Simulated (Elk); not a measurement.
**Magnetic state of Nickel from several starts**

Wanted: the moments of Nickel and the energy of each order that was tried.

Calculated with Elk 11.2.3 (patched build); PBE; all-electron APW+lo, Dirac cores, scalar-relativistic bands.

**1. Set-up**

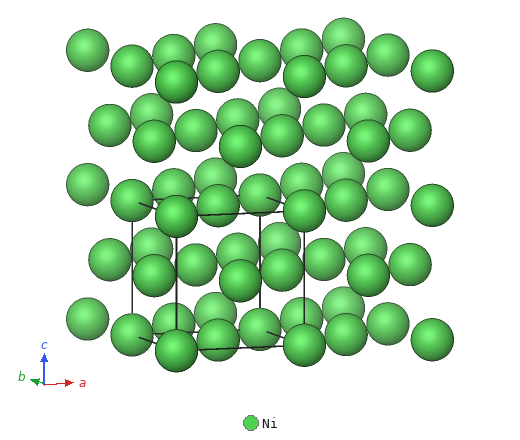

The starting structure, seen slightly off an axis (nickel green). 2×2×2 cells are drawn. This picture shows the conventional cell, with its axes. Some periodic images of atoms are drawn too.

Structure file:

```cif
data_structure
_symmetry_space_group_name_H-M 'P 1'
_symmetry_Int_Tables_number 1
_cell_length_a 2.4918
_cell_length_b 2.4918
_cell_length_c 2.4918
_cell_angle_alpha 60.000
_cell_angle_beta 60.000
_cell_angle_gamma 60.000
_cell_volume 10.94
loop_
_atom_site_label
_atom_site_type_symbol
_atom_site_fract_x
_atom_site_fract_y
_atom_site_fract_z
_atom_site_occupancy
Ni1 Ni 0.00000 0.00000 0.00000 1
```

**2. Order 1, typed as ferro +**

The parallel start comes first: it fits the smallest cell, keeps the most symmetry and shows whether parallel moments form.

The last three numbers of an atom's line are a seed field in its sphere. It points against the wanted moment and shrinks by the factor reducebf each loop.

Input file elk.in:

```
tasks
  0

xctype
  20

rgkmax
  7.0

nempty
  12

swidth
  0.001837

reducebf
  0.5

epsengy
  1e-05

maxscl
  100

lmaxi
  3

spinpol
  .true.

sppath
  './'

avec
  0.00000000000 3.32957459939 3.32957459939
  3.32957459939 0.00000000000 3.32957459939
  3.32957459939 3.32957459939 0.00000000000

atoms
  1
  'Ni.in'
  1
  0.0000000000 0.0000000000 0.0000000000   0.000000 0.000000 -0.050000

ngridk
  16 16 16
```

The run is started by

```bash
OMP_NUM_THREADS=2 elk
```

Numbers of over 12 decimals in the logs are rounded to 6 here.

Log:

```text
Warning(gndstate): core states of species 1 leak from the muffin-tin :   0.4056360502E-03

--- INFO.OUT ---
┌─────────────────────────┐
│ Elk code version 11.2.3 │
└─────────────────────────┘

All units are atomic (Hartree, Bohr, etc.)

┌─────────────────────────────────────────────────┐
│ Ground-state run starting from atomic densities │
└─────────────────────────────────────────────────┘

Lattice vectors :
   0.000000000       3.329574599       3.329574599
   3.329574599       0.000000000       3.329574599
   3.329574599       3.329574599       0.000000000

Reciprocal lattice vectors :
 -0.9435417528      0.9435417528      0.9435417528
  0.9435417528     -0.9435417528      0.9435417528
  0.9435417528      0.9435417528     -0.9435417528

Unit cell volume      :    73.82377427
Brillouin zone volume :    3.360031587

Muffin-tin inner radius fraction :   0.1000000000E-01

Nuclei treated as point charges

Species : 1 (Ni)
 parameters loaded from : Ni.in
 name : nickel
 nuclear charge    :   -28.00000000
 electronic charge :    28.00000000
 atomic mass :    106991.5231
 muffin-tin radius :    2.329364778
 number of radial points in muffin-tin :    993
 inner part over the whole radius :   0.9875265472E-02
 number on inner part of muffin-tin    :    700
 approximate nuclear radius :   0.7325707712E-04
 number of mesh points to nuclear radius :    335
 atomic positions (lattice), magnetic fields (Cartesian) :
  1 :   0.00000000  0.00000000  0.00000000    0.00000000  0.00000000 -0.05000000

Total number of atoms per unit cell :    1
Total muffin-tin volume :    52.94209487
 ratio of muffin-tin to unit cell volume :   0.7171415360

Spin treatment :
 spin-polarised
 global magnetic field (Cartesian) :    0.000000000       0.000000000       0.000000000
 collinear magnetisation in z-direction

Number of Bravais lattice symmetries :   48
Number of crystal symmetries         :   48
Crystal has inversion symmetry
Real symmetric eigensolver will be used

k-point grid :     16    16    16
k-point offset :    0.000000000       0.000000000       0.000000000
k-point set is reduced with full crystal symmetry group
Total number of k-points :      145

Muffin-tin radius times maximum |G+k| :    7.000000000
 using average radius
Maximum |G+k| for APW functions       :    3.005111122
Maximum (1/2)|G+k|²                   :    4.515346427
Maximum |G| for potential and density :    12.00000000
Constant for pseudocharge density :    7
 order of it for each species :   14
 order of it for pair densities of each species (exact exchange by exxq0 0: 14) :   10
Radial integration step length :    1

G-vector grid sizes :     18    18    18
Number of G-vectors :     2109

Maximum angular momentum used for
 APW functions            :    8
 outer part of muffin-tin :    6
 inner part of muffin-tin :    3

Total nuclear charge    :   -28.00000000
Total core charge       :    12.00000000
Total valence charge    :    16.00000000
Total excess charge     :    0.000000000
Total electronic charge :    28.00000000

Effective Wigner radius, rₛ :   0.8570046955

Number of empty states         :     12
Total number of valence states :     42
Total number of core states    :     12

Third-order local-orbitals added for an l without core states : T
Total number of local-orbitals :     22

Exchange-correlation functional :     20     0     0
 Perdew-Burke-Ernzerhof, Phys. Rev. Lett. 77, 3865 (1996)
 gradient requirement :    1
 generalised gradient approximation (GGA)

Smearing type :    3
 Fermi-Dirac
Smearing width :   0.1837000000E-02
Effective electronic temperature (K) :    580.0787206

Mixing type :    3
 Broyden mixing, J. Phys. A: Math. Gen. 17, L317 (1984)

Kohn-Sham potential initialised from atomic data

┌──────────────────────────────┐
│ Self-consistent loop started │
└──────────────────────────────┘

┌─────────────────┐
│ Loop number : 1 │
└─────────────────┘

Energies :
 Fermi                       :     0.196425
 sum of occupied eigenvalues :     -876.89870635785
 electron kinetic            :      1544.1062264574
 core electron kinetic       :      1386.5698500265
 Coulomb                     :     -3001.5253691122
 Coulomb potential           :     -2336.8879456069
 nuclear-nuclear             :     -269.89422819822
 electron-nuclear            :     -3137.2132800242
 Hartree                     :      405.58213911022
 Madelung                    :     -1833.0813963087
 xc potential                :     -84.037798057802
 xc effective B-field        :    -0.37232220433243E-01
 external B-field            :      0.000000
 exchange                    :     -62.174462250322
 correlation                 :     -1.340053
 electron entropic           :    -0.39883094183898E-03
 total energy                :     -1520.9340562677
 (external B-field energy excluded from total)

Density of states at Fermi energy :    36.42132302
 (states/Hartree/unit cell)

Estimated indirect band gap :   0.4611964808E-03
 from k-point 88 to k-point 119
Estimated direct band gap   :   0.8608458103E-02
 at k-point 98

Charges :
 core                        :    12.00000000
 valence                     :    16.00000000
 interstitial                :   0.8257991890
 muffin-tins (core leakage)
  species : 1 (Ni)
   atom 1                    :    27.17420081     (  0.4075328394E-03)
 total in muffin-tins        :    27.17420081
 total calculated charge     :    27.99904733
 total charge                :    28.00000000
 error                       :   0.9526696398E-03

Moments :
 interstitial                :  -0.5169035111E-01
 muffin-tins
  species : 1 (Ni)
   atom 1                    :    1.208128396
 total in muffin-tins        :    1.208128396
 total moment                :    1.156438045

┌─────────────────┐
│ Loop number : 2 │
└─────────────────┘

Energies :
 Fermi                       :     0.196903
 sum of occupied eigenvalues :     -876.88354663190
 electron kinetic            :      1541.8145529791
 core electron kinetic       :      1385.4114687090
 Coulomb                     :     -3001.5698823733
 Coulomb potential           :     -2336.8601425868
 nuclear-nuclear             :     -269.89422819822
 electron-nuclear            :     -3137.3305947460
 Hartree                     :      405.65494057094
 Madelung                    :     -1833.1398110799
 xc potential                :     -81.784500635491
 xc effective B-field        :    -0.36983284424295E-01
 external B-field            :      0.000000
 exchange                    :     -62.178763926344
 correlation                 :     -1.340059
 electron entropic           :    -0.39881447687710E-03
 total energy                :     -1523.2745515685
 (external B-field energy excluded from total)

Density of states at Fermi energy :    36.45297885
 (states/Hartree/unit cell)

Estimated indirect band gap :   0.4652900666E-03
 from k-point 88 to k-point 119
Estimated direct band gap   :   0.1474830730E-02
 at k-point 109

Charges :
 core                        :    12.00000000
 valence                     :    16.00000000
 interstitial                :   0.8245018297
 muffin-tins (core leakage)
  species : 1 (Ni)
   atom 1                    :    27.17549817     (  0.4072768967E-03)
 total in muffin-tins        :    27.17549817
 total calculated charge     :    27.99904776
 total charge                :    28.00000000
 error                       :   0.9522351120E-03

Moments :
 interstitial                :  -0.5174658760E-01
 muffin-tins
  species : 1 (Ni)
   atom 1                    :    1.203523799
 total in muffin-tins        :    1.203523799
 total moment                :    1.151777211

RMS change in Kohn-Sham potential (target) :    6.418250172     (  0.1000000000E-05)
Absolute change in total energy (target)   :    2.340495301     (  0.1000000000E-04)

[... loops 3 to 17 left out ...]

┌──────────────────┐
│ Loop number : 18 │
└──────────────────┘

Energies :
 Fermi                       :     0.279006
 sum of occupied eigenvalues :     -873.58402568998
 electron kinetic            :      1545.0816329844
 core electron kinetic       :      1386.5845307562
 Coulomb                     :     -3002.3078182516
 Coulomb potential           :     -2336.0402236233
 nuclear-nuclear             :     -269.89422819822
 electron-nuclear            :     -3139.6901575351
 Hartree                     :      407.27656748169
 Madelung                    :     -1834.2877064400
 xc potential                :     -82.615400791824
 xc effective B-field        :    -0.10034245774427E-01
 external B-field            :      0.000000
 exchange                    :     -62.261621230800
 correlation                 :     -1.340450
 electron entropic           :    -0.52503983307173E-03
 total energy                :     -1520.8287817568
 (external B-field energy excluded from total)

Density of states at Fermi energy :    46.73747945
 (states/Hartree/unit cell)

Estimated indirect band gap :   0.1799163796E-03
 from k-point 71 to k-point 41
Estimated direct band gap   :   0.1061344005E-02
 at k-point 71

Charges :
 core                        :    12.00000000
 valence                     :    16.00000000
 interstitial                :   0.7798741576
 muffin-tins (core leakage)
  species : 1 (Ni)
   atom 1                    :    27.22012584     (  0.4056360680E-03)
 total in muffin-tins        :    27.22012584
 total calculated charge     :    27.99906815
 total charge                :    28.00000000
 error                       :   0.9318466090E-03

Moments :
 interstitial                :  -0.2493660919E-01
 muffin-tins
  species : 1 (Ni)
   atom 1                    :   0.6302727921
 total in muffin-tins        :   0.6302727921
 total moment                :   0.6053361829

RMS change in Kohn-Sham potential (target) :   0.1884498942E-06 (  0.1000000000E-05)
Absolute change in total energy (target)   :   0.5031143246E-05 (  0.1000000000E-04)

Convergence targets achieved

┌──────────────────┐
│ Loop number : 19 │
└──────────────────┘

Energies :
 Fermi                       :     0.279007
 sum of occupied eigenvalues :     -873.58402668645
 electron kinetic            :      1545.0816335529
 core electron kinetic       :      1386.5845311631
 Coulomb                     :     -3002.3078190568
 Coulomb potential           :     -2336.0402236512
 nuclear-nuclear             :     -269.89422819822
 electron-nuclear            :     -3139.6901589719
 Hartree                     :      407.27656811339
 Madelung                    :     -1834.2877072312
 xc potential                :     -82.615402190826
 xc effective B-field        :    -0.10034404518163E-01
 external B-field            :      0.000000
 exchange                    :     -62.261621362414
 correlation                 :     -1.340450
 electron entropic           :    -0.52504207831143E-03
 total energy                :     -1520.8287821211
 (external B-field energy excluded from total)

Density of states at Fermi energy :    46.73767465
 (states/Hartree/unit cell)

Estimated indirect band gap :   0.1798659920E-03
 from k-point 71 to k-point 41
Estimated direct band gap   :   0.1061197941E-02
 at k-point 71

Charges :
 core                        :    12.00000000
 valence                     :    16.00000000
 interstitial                :   0.7798741660
 muffin-tins (core leakage)
  species : 1 (Ni)
   atom 1                    :    27.22012583     (  0.4056360502E-03)
 total in muffin-tins        :    27.22012583
 total calculated charge     :    27.99906815
 total charge                :    28.00000000
 error                       :   0.9318467205E-03

Moments :
 interstitial                :  -0.2493752171E-01
 muffin-tins
  species : 1 (Ni)
   atom 1                    :   0.6302767594
 total in muffin-tins        :   0.6302767594
 total moment                :   0.6053392377

┌──────────────────────────────┐
│ Self-consistent loop stopped │
└──────────────────────────────┘

Warning : core states of species 1 leak from the muffin-tin :   0.4056360502E-03

Wrote STATE.OUT
```

The job ended after 31 s (2 threads of AMD EPYC 9R14 (Zen 4), shared host; peak memory 0.09 GiB).

Spin moment in the muffin-tin sphere by atom:

```tsv
atom	spin moment in the muffin-tin sphere (μB)
Ni1	0.630
```

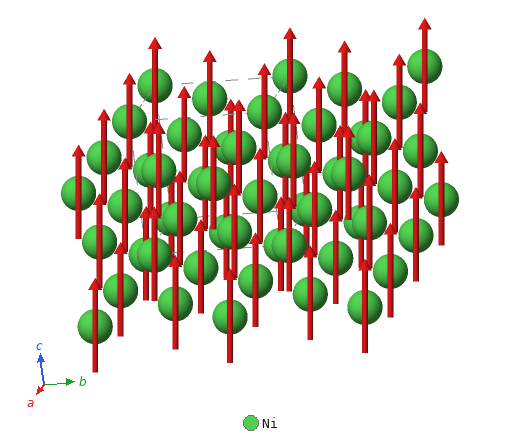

Spin moment in the muffin-tin sphere as arrows, the longest 0.630 μB. Up and down stand for the sign. Arrows give size and sign along the axis of quantisation, drawn up and down the page. 3×2×1 conventional cells are drawn. Some periodic images of atoms are drawn too.

Numbers from this step:

```yaml
density_of_states_at_the_fermi_level: 1.718 states/eV/cell
moment_between_the_spheres: -0.02494 μB
magnetization: 0.6053 μB
final_state: ferromagnetic
```

After 19 cycles the largest moment stands at 0.630 μB.

(Continued in part 2 of 2.)

[Logs and program files are shortened in this print: banners, set-up blocks, solver, clock and traceback lines can be left out without a mark of their own.]

[Logs are printed without paths, hosts, clocks, repeated set-up lines and the standing remarks that a program may print on its own settings, such as how far it seeks lower states.]

[Hosts, paths, dates, database ids (printed as entryN), source tags and the programs' standing remarks are cut or masked in the printed files.]

[Where a cell is said to come from a database of computed structures, the database is the Materials Project.]
